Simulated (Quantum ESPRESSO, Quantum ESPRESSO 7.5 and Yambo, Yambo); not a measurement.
# A GW chain in Yambo: BAs (F-43m)

How does a plane-wave GW calculation on BAs (F-43m) run from the first input to the gap?

Main program and level: Quantum ESPRESSO 7.5 and Yambo 5.3.0; PBE and many-body steps on it, plane waves.

**Experimental background.**

- Gap 1.82 eV: indirect optical gap from absorption edge; UV-visible absorption; 300 K; bulk crystal (single crystal grown by chemical vapor transport) (“Basic Physical Properties of Cubic Boron Arsenide”, 2019, arxiv:1911.11281).

- Gap 4.12 eV: direct gap from square of absorption coefficient, average of two samples; spectroscopic ellipsometry; 300 K; bulk crystal (CVT-grown opaque bulk crystals) (“Optical properties of cubic boron arsenide”, 2019, arxiv:1911.04914).

- Gap 2.02 eV: indirect gap from square root of absorption coefficient, average of three samples; transmission and reflection spectroscopy; 300 K; bulk crystal (CVT-grown platelets about 10 um thick) (“Optical properties of cubic boron arsenide”, 2019, arxiv:1911.04914).

### 1. Starting point

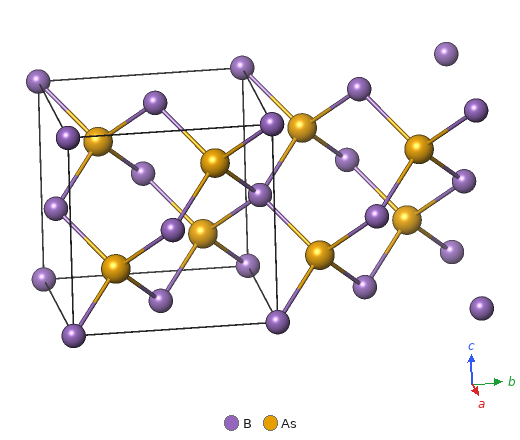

The cell as given, slightly off an axis (boron purple, arsenic orange). 1×2×1 cells are drawn. This picture shows the conventional cell, with its axes. Bonds to atoms that aren't drawn are left out. Some periodic images of atoms are drawn too.

The cell and positions come from the Crystallography Open Database and are kept as given unless a step says otherwise.

### 2. Ground state

This step: Quantum ESPRESSO 7.5; DFT, PBE, plane waves, norm-conserving pseudopotentials.

The ground-state density comes first.

Contents of pw.in:

```
&control
  calculation = 'scf'
  prefix = 'x'
  outdir = 'o'
  pseudo_dir = 'pseudo'
/
&system
  ibrav = 0
  nat = 2
  ntyp = 2
  ecutwfc = 100.0
  nbnd = 18
  force_symmorphic = .true.
/
&electrons
  conv_thr = 1e-10
  electron_maxstep = 80
  mixing_beta = 0.5
/
ATOMIC_SPECIES
  B 10.81 B.upf
  As 74.922 As.upf
CELL_PARAMETERS angstrom
  -0.0000000000 2.3885000000 2.3885000000
  2.3885000000 -0.0000000000 2.3885000000
  2.3885000000 2.3885000000 -0.0000000000
ATOMIC_POSITIONS crystal
  B 0.0000000000 0.0000000000 0.0000000000
  As 0.2500000000 0.2500000000 0.2500000000
K_POINTS automatic
  8 8 8 0 0 0
```

Command:

```
> OMP_NUM_THREADS=1 mpirun -n 4 pw.x -nk 4 -in pw.in > pw.out
```

The log of the run:

```text
Program PWSCF v.7.5 starts

     This program is part of the open-source Quantum ESPRESSO suite
     for quantum simulation of materials; please cite
         "P. Giannozzi et al., J. Phys.:Condens. Matter 21 395502 (2009);
         "P. Giannozzi et al., J. Phys.:Condens. Matter 29 465901 (2017);
         "P. Giannozzi et al., J. Chem. Phys. 152 154105 (2020);
     in publications or presentations arising from this work. More details at
     Message from routine setup:
     using ibrav=0 with symmetry is DISCOURAGED, use correct ibrav instead

     G-vector sticks info

     bravais-lattice index     =            0
     lattice parameter (alat)  =       6.3832  a.u.
     unit-cell volume          =     183.9087 (a.u.)^3
     number of atoms/cell      =            2
     number of atomic types    =            2
     number of electrons       =        26.00
     number of Kohn-Sham states=           18
     kinetic-energy cutoff     =     100.0000  Ry
     charge density cutoff     =     400.0000  Ry
     scf convergence threshold =      1.0E-10
     mixing beta               =       0.5000
     number of iterations used =            8  plain     mixing
     Exchange-correlation= PBE
                           (   1   4   3   4   0   0   0)

     celldm(1)=   6.383210  celldm(2)=   0.000000  celldm(3)=   0.000000
     celldm(4)=   0.000000  celldm(5)=   0.000000  celldm(6)=   0.000000

     crystal axes: (cart. coord. in units of alat)
               a(1) = (  -0.000000   0.707107   0.707107 )
               a(2) = (   0.707107  -0.000000   0.707107 )
               a(3) = (   0.707107   0.707107  -0.000000 )

     reciprocal axes: (cart. coord. in units 2 pi/alat)
               b(1) = ( -0.707107  0.707107  0.707107 )
               b(2) = (  0.707107 -0.707107  0.707107 )
               b(3) = (  0.707107  0.707107 -0.707107 )
     Pseudo is Norm-conserving + core correction, Zval =  3.0
     Generated using ONCVPSP code by D. R. Hamann
     Using radial grid of 1534 points,  4 beta functions with:
     Pseudo is Norm-conserving + core correction, Zval = 23.0
     Generated using ONCVPSP code by D. R. Hamann
     Using radial grid of 1358 points,  6 beta functions with:
     B                 3.00    10.81000     B ( 1.00)
     As               23.00    74.92200     As( 1.00)

     24 Sym. Ops. (no inversion) found

   Cartesian axes

     site n.     atom                  positions (alat units)
         1        B      tau(   1) = (   0.0000000   0.0000000   0.0000000  )
         2        As     tau(   2) = (   0.3535534   0.3535534   0.3535534  )

     number of k points=    29
                       cart. coord. in units 2pi/alat
        k(    1) = (   0.0000000   0.0000000   0.0000000), wk =   0.0039062
        k(    2) = (   0.0883883   0.0883883  -0.0883883), wk =   0.0312500
        k(    3) = (   0.1767767   0.1767767  -0.1767767), wk =   0.0312500
        k(    4) = (   0.2651650   0.2651650  -0.2651650), wk =   0.0312500
        k(    5) = (  -0.3535534  -0.3535534   0.3535534), wk =   0.0156250
        k(    6) = (   0.1767767   0.0000000   0.0000000), wk =   0.0234375
        k(    7) = (   0.2651650   0.0883883  -0.0883883), wk =   0.0937500
        k(    8) = (   0.3535534   0.1767767  -0.1767767), wk =   0.0937500
        k(    9) = (  -0.2651650  -0.4419417   0.4419417), wk =   0.0937500
        k(   10) = (  -0.1767767  -0.3535534   0.3535534), wk =   0.0937500
     [... 17 further rows ...]
        k(   28) = (  -0.7071068   0.1767767  -0.0000000), wk =   0.0468750
        k(   29) = (  -0.7071068   0.3535534   0.0000000), wk =   0.0234375

     Dense  grid:    24933 G-vectors     FFT dimensions: (  45,  45,  45)

     Initial potential from superposition of free atoms

     starting charge      25.9995, renormalised to      26.0000
     Starting wfcs are   17 randomized atomic wfcs +    1 random wfcs

     per-process dynamical memory:    28.0 Mb

     Self-consistent Calculation

     iteration #  1     ecut=   100.00 Ry     beta= 0.50

     Threshold (ethr) on eigenvalues was too large:
     Diagonalizing with lowered threshold

     total energy              =    -616.36632469 Ry
     estimated scf accuracy    <       0.15484101 Ry

     iteration #  2     ecut=   100.00 Ry     beta= 0.50

     total energy              =    -616.39434790 Ry
     estimated scf accuracy    <       0.01138268 Ry

     iteration #  3     ecut=   100.00 Ry     beta= 0.50

     total energy              =    -616.39524841 Ry
     estimated scf accuracy    <       0.00166439 Ry

     iteration #  4     ecut=   100.00 Ry     beta= 0.50

     total energy              =    -616.39531919 Ry
     estimated scf accuracy    <       0.00003906 Ry

     iteration #  5     ecut=   100.00 Ry     beta= 0.50

     total energy              =    -616.39532577 Ry
     estimated scf accuracy    <       0.00000277 Ry

     iteration #  6     ecut=   100.00 Ry     beta= 0.50

     total energy              =    -616.39532626 Ry
     estimated scf accuracy    <       0.00000018 Ry

     iteration #  7     ecut=   100.00 Ry     beta= 0.50

     total energy              =    -616.39532630 Ry
     estimated scf accuracy    <       0.00000002 Ry

     iteration #  8     ecut=   100.00 Ry     beta= 0.50

     total energy              =    -616.39532631 Ry
     estimated scf accuracy    <          2.4E-09 Ry

     iteration #  9     ecut=   100.00 Ry     beta= 0.50

     total energy              =    -616.39532631 Ry
     estimated scf accuracy    <          5.6E-10 Ry

     iteration # 10     ecut=   100.00 Ry     beta= 0.50

     End of self-consistent calculation

          k = 0.0000 0.0000 0.0000 (  3119 PWs)   bands (ev):

  -173.2771-116.6590-116.6590-116.6590 -23.6917 -23.6917 -23.6917 -23.6721
   -23.6721  -3.2329  12.1652  12.1652  12.1652  15.4540  15.4540  15.4540
    16.8509  21.7655

          k = 0.0884 0.0884-0.0884 (  3092 PWs)   bands (ev):

  -173.2771-116.6590-116.6590-116.6590 -23.6913 -23.6906 -23.6906 -23.6720
   -23.6720  -2.9769  10.2039  11.7279  11.7279  15.5689  16.0312  16.0312
    18.1294  22.7110

          k = 0.1768 0.1768-0.1768 (  3104 PWs)   bands (ev):

  -173.2771-116.6590-116.6590-116.6590 -23.6901 -23.6883 -23.6883 -23.6713
   -23.6713  -2.2319   7.2340  11.0180  11.0180  15.2404  16.8332  16.8332
    20.0766  23.4880

          k = 0.2652 0.2652-0.2652 (  3097 PWs)   bands (ev):

     [... further k-points ...]

     highest occupied, lowest unoccupied level (ev):    12.1652   13.3722

!    total energy              =    -616.39532631 Ry
     estimated scf accuracy    <          1.7E-11 Ry

     The total energy is the sum of the following terms:
     one-electron contribution =    -522.16253670 Ry
     hartree contribution      =     249.08349149 Ry
     xc contribution           =     -57.81061323 Ry
     ewald contribution        =    -285.50566787 Ry

     convergence has been achieved in  10 iterations

     XML data file, charge density, pseudopotentials, collected wavefunctions

=------------------------------------------------------------------------------=
   JOB DONE.
=------------------------------------------------------------------------------=
```

Elapsed: 11 s, on 4 MPI ranks of Arm Neoverse V1, shared host; peak memory 0.25 GiB; 42 s of CPU time.

This step gave:

| Property | Result |
| --- | --- |
| total energy | -8386.4857 eV |
| gap | 1.207 eV |
| k of the valence top | 0, 0, 0 |
| k of the conduction bottom | 0, 0.375, 0.375 |
| least direct gap | 3.289 eV |

The gap is indirect, with the least direct gap 2.08 eV higher.

### 3. Bands along the symmetry lines

Levels along a band path, at the cheap level, show where the edges lie and whether the meshes to come will hold them.

Contents of pw.in:

```
&control
  calculation = 'bands'
  prefix = 'x'
  outdir = 'o'
  pseudo_dir = 'pseudo'
/
&system
  ibrav = 0
  nat = 2
  ntyp = 2
  ecutwfc = 100.0
  nbnd = 19
  force_symmorphic = .true.
/
&electrons
  conv_thr = 1e-9
  electron_maxstep = 80
  diago_full_acc = .true.
  diago_thr_init = 5e-6
/
ATOMIC_SPECIES
  B 10.81 B.upf
  As 74.922 As.upf
CELL_PARAMETERS angstrom
  -0.0000000000 2.3885000000 2.3885000000
  2.3885000000 -0.0000000000 2.3885000000
  2.3885000000 2.3885000000 -0.0000000000
ATOMIC_POSITIONS crystal
  B 0.0000000000 0.0000000000 0.0000000000
  As 0.2500000000 0.2500000000 0.2500000000
K_POINTS crystal
  50
  0.00000000 0.00000000 0.00000000 1
  -0.06250000 -0.06250000 0.00000000 1
  -0.12500000 -0.12500000 0.00000000 1
  -0.18750000 -0.18750000 0.00000000 1
  -0.25000000 -0.25000000 0.00000000 1
  -0.31250000 -0.31250000 0.00000000 1
  -0.37500000 -0.37500000 0.00000000 1
  -0.43750000 -0.43750000 0.00000000 1
  -0.50000000 -0.50000000 0.00000000 1
  -0.48437500 -0.48437500 0.03125000 1
  -0.46875000 -0.46875000 0.06250000 1
  -0.45312500 -0.45312500 0.09375000 1
  -0.43750000 -0.43750000 0.12500000 1
  -0.42187500 -0.42187500 0.15625000 1
  -0.40625000 -0.40625000 0.18750000 1
  -0.39062500 -0.39062500 0.21875000 1
  -0.37500000 -0.37500000 0.25000000 1
  -0.37500000 0.00000000 0.37500000 1
  -0.32812500 0.00000000 0.32812500 1
  -0.28125000 0.00000000 0.28125000 1
  -0.23437500 0.00000000 0.23437500 1
  -0.18750000 0.00000000 0.18750000 1
  -0.14062500 0.00000000 0.14062500 1
  -0.09375000 0.00000000 0.09375000 1
  -0.04687500 0.00000000 0.04687500 1
  0.00000000 0.00000000 0.00000000 1
  0.00000000 0.00000000 0.06250000 1
  0.00000000 0.00000000 0.12500000 1
  0.00000000 0.00000000 0.18750000 1
  0.00000000 0.00000000 0.25000000 1
  0.00000000 0.00000000 0.31250000 1
  0.00000000 0.00000000 0.37500000 1
  0.00000000 0.00000000 0.43750000 1
  -0.00000000 -0.00000000 0.50000000 1
  -0.06250000 -0.03125000 0.46875000 1
  -0.12500000 -0.06250000 0.43750000 1
  -0.18750000 -0.09375000 0.40625000 1
  -0.25000000 -0.12500000 0.37500000 1
  -0.31250000 -0.15625000 0.34375000 1
  -0.37500000 -0.18750000 0.31250000 1
  -0.43750000 -0.21875000 0.28125000 1
  -0.50000000 -0.25000000 0.25000000 1
  -0.50000000 -0.28125000 0.21875000 1
  -0.50000000 -0.31250000 0.18750000 1
  -0.50000000 -0.34375000 0.15625000 1
  -0.50000000 -0.37500000 0.12500000 1
  -0.50000000 -0.40625000 0.09375000 1
  -0.50000000 -0.43750000 0.06250000 1
  -0.50000000 -0.46875000 0.03125000 1
  -0.50000000 -0.50000000 0.00000000 1
```

The log of the run:

```text
[banner, memory and clock lines left out]
Program PWSCF v.7.5 starts

     Atomic positions and unit cell read from directory:
     o/x.save/

     Message from routine setup:
     using ibrav=0 with symmetry is DISCOURAGED, use correct ibrav instead

     G-vector sticks info

     bravais-lattice index     =            0
     lattice parameter (alat)  =       6.3832  a.u.
     unit-cell volume          =     183.9087 (a.u.)^3
     number of atoms/cell      =            2
     number of atomic types    =            2
     number of electrons       =        26.00
     number of Kohn-Sham states=           19
     kinetic-energy cutoff     =     100.0000  Ry
     charge density cutoff     =     400.0000  Ry
     Exchange-correlation= PBE
                           (   1   4   3   4   0   0   0)

     celldm(1)=   6.383210  celldm(2)=   0.000000  celldm(3)=   0.000000
     celldm(4)=   0.000000  celldm(5)=   0.000000  celldm(6)=   0.000000

     crystal axes: (cart. coord. in units of alat)
               a(1) = (  -0.000000   0.707107   0.707107 )
               a(2) = (   0.707107  -0.000000   0.707107 )
               a(3) = (   0.707107   0.707107  -0.000000 )

     reciprocal axes: (cart. coord. in units 2 pi/alat)
               b(1) = ( -0.707107  0.707107  0.707107 )
               b(2) = (  0.707107 -0.707107  0.707107 )
               b(3) = (  0.707107  0.707107 -0.707107 )
     Pseudo is Norm-conserving + core correction, Zval =  3.0
     Generated using ONCVPSP code by D. R. Hamann
     Using radial grid of 1534 points,  4 beta functions with:
     Pseudo is Norm-conserving + core correction, Zval = 23.0
     Generated using ONCVPSP code by D. R. Hamann
     Using radial grid of 1358 points,  6 beta functions with:
     B                 3.00    10.81000     B ( 1.00)
     As               23.00    74.92200     As( 1.00)

     24 Sym. Ops. (no inversion) found

   Cartesian axes

     site n.     atom                  positions (alat units)
         1        B      tau(   1) = (   0.0000000   0.0000000   0.0000000  )
         2        As     tau(   2) = (   0.3535534   0.3535534   0.3535534  )

     number of k points=    50
                       cart. coord. in units 2pi/alat
        k(    1) = (   0.0000000   0.0000000   0.0000000), wk =   0.0400000
        k(    2) = (   0.0000000   0.0000000  -0.0883883), wk =   0.0400000
        k(    3) = (   0.0000000   0.0000000  -0.1767767), wk =   0.0400000
[...]
[... 38 further rows ...]
        k(   49) = (   0.0441942  -0.0000000  -0.7071068), wk =   0.0400000
        k(   50) = (   0.0000000   0.0000000  -0.7071068), wk =   0.0400000

     Dense  grid:    24933 G-vectors     FFT dimensions: (  45,  45,  45)

     The potential is recalculated from file :
     o/x.save/charge-density

     Starting wfcs are   17 randomized atomic wfcs +    2 random wfcs

     Band Structure Calculation

     End of band structure calculation

          k = 0.0000 0.0000 0.0000 (  3119 PWs)   bands (ev):

  -173.2770-116.6589-116.6589-116.6589 -23.6917 -23.6917 -23.6917 -23.6720
   -23.6720  -3.2329  12.1652  12.1652  12.1652  15.4540  15.4540  15.4540
    16.8509  21.7656  25.3322

          k = 0.0000 0.0000-0.0884 (  3115 PWs)   bands (ev):

  -173.2770-116.6589-116.6589-116.6589 -23.6919 -23.6911 -23.6911 -23.6722
   -23.6718  -3.1471  11.7377  11.7838  11.7838  15.2182  15.9295  15.9295
    17.2349  22.1194  23.9086

          k = 0.0000 0.0000-0.1768 (  3107 PWs)   bands (ev):

  -173.2770-116.6589-116.6589-116.6589 -23.6925 -23.6894 -23.6894 -23.6728
   -23.6711  -2.8912  10.7175  11.0060  11.0060  14.7555  16.9850  16.9850
    17.8021  22.3845  23.0796

          k =-0.0000 0.0000-0.2652 (  3122 PWs)   bands (ev):

[...]
k = 0.0000 0.0000-0.3536 (  3122 PWs)   bands (ev):

[...]
k = 0.0000-0.0000-0.4419 (  3090 PWs)   bands (ev):

[...]
k =-0.0000 0.0000-0.5303 (  3090 PWs)   bands (ev):

[...]
k = 0.0000-0.0000-0.6187 (  3102 PWs)   bands (ev):

[...]
k = 0.5303-0.0000-0.5303 (  3108 PWs)   bands (ev):

[...]
k = 0.0000 0.0000 0.0000 (  3119 PWs)   bands (ev):

[...]
k = 0.1326 0.0000-0.7071 (  3126 PWs)   bands (ev):

[...]
k = 0.0884-0.0000-0.7071 (  3106 PWs)   bands (ev):

[...]
k = 0.0442-0.0000-0.7071 (  3104 PWs)   bands (ev):

  -173.2770-116.6590-116.6589-116.6589 -23.6966 -23.6779 -23.6760 -23.6758
   -23.6661   0.9521   3.6654   8.0299   8.0376  13.7217  13.7363  23.4411
    23.4928  24.9847  29.1559

          k = 0.0000 0.0000-0.7071 (  3138 PWs)   bands (ev):

  -173.2770-116.6590-116.6590-116.6590 -23.6968 -23.6780 -23.6759 -23.6759
   -23.6660   0.9463   3.6514   8.0912   8.0912  13.6158  13.6240  23.5578
    23.5578  25.0446  29.4487

     XML data file, pseudopotentials, collected wavefunctions
```

It took 4.1 s on 4 MPI ranks; peak memory 0.22 GiB; 16 s of CPU time.

This step gave:

```yaml
gap: 1.207 eV
k_of_the_valence_top: 0, 0, 0
k_of_the_conduction_bottom: -0.375, -0.375, 0
least_direct_gap: 3.289 eV
```

The gap is 1.207 eV, as in the run before at this level.

The electronic bands at the labelled points (eV, zero at the top of the highest filled band):

| point | band 10 | band 11 | band 12 | band 13 | band 14 | band 15 | band 16 | band 17 |
| --- | --- | --- | --- | --- | --- | --- | --- | --- |
| Γ | -15.40 | 0.00 | 0.00 | 0.00 | 3.29 | 3.29 | 3.29 | 4.69 |
| X | -11.22 | -8.51 | -4.07 | -4.07 | 1.45 | 1.46 | 11.39 | 11.39 |
| U | -11.26 | -8.13 | -5.94 | -3.48 | 2.06 | 5.56 | 9.24 | 9.78 |
| jump to K | -11.26 | -8.13 | -5.94 | -3.48 | 2.06 | 5.56 | 9.24 | 9.78 |
| Γ | -15.40 | 0.00 | 0.00 | 0.00 | 3.29 | 3.29 | 3.29 | 4.69 |
| L | -12.53 | -8.77 | -1.82 | -1.82 | 2.70 | 4.80 | 4.80 | 8.90 |
| W | -11.06 | -8.05 | -5.48 | -5.19 | 5.27 | 5.95 | 6.83 | 7.06 |
| X | -11.22 | -8.51 | -4.07 | -4.07 | 1.45 | 1.46 | 11.39 | 11.39 |

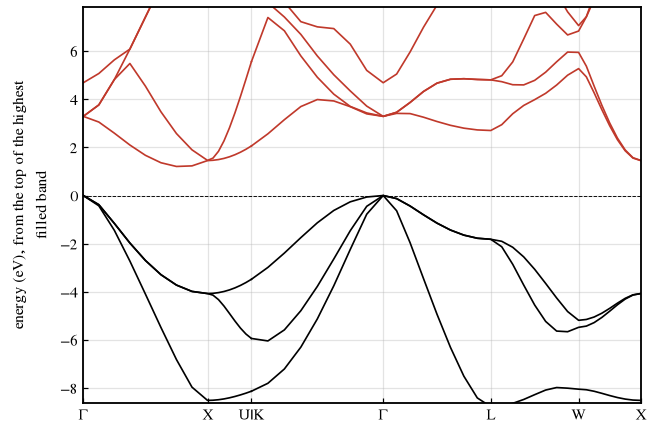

Electronic bands along the path; lines of filled and empty bands in two colours.

(Part 1 of 3 ends here.)

[Paths, hosts, dates, memory and timing lines, banners, echoed tables and standing remarks are left out of the program output.]

[Logs are printed without paths, hosts, clocks, repeated set-up lines and the standing remarks that a program may print on its own settings, such as how far it seeks lower states.]

[Runs of the session that timed out or met a known fault of the program may be left out.]

[Hosts, paths, dates, database ids (printed as entryN), source tags and the programs' standing remarks are cut or masked in the printed files.]
